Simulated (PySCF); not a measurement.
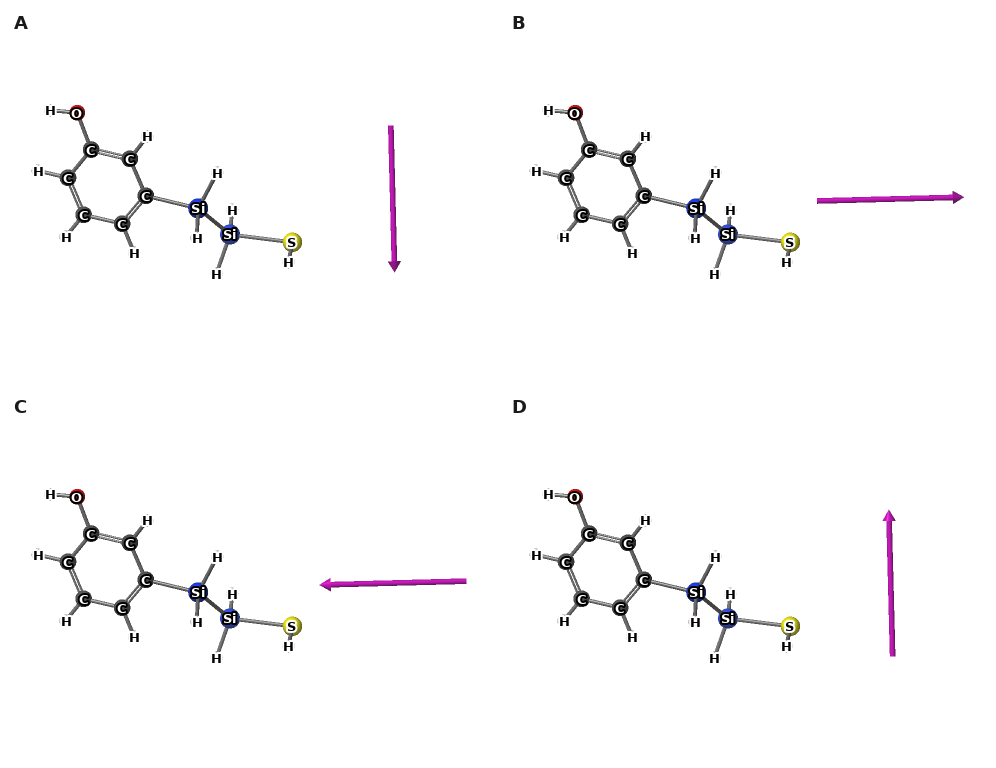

The same molecule four times, each with an arrow. The geometry was computed by an optimisation with GFN2-xTB. No frequency run is at hand to confirm it as a minimum. Level of theory: PBE0/pcSseg-1, gas phase (PySCF 2.14.0).

> Which arrow points along the dipole moment, from the negative to the positive end?

C. The dipole moment is 3.70 D.

The geometry is semi-empirical. Around Si such bond lengths and angles can be off by a tenth of an ångström or more and by several degrees, and values that hang on the shape move with them.
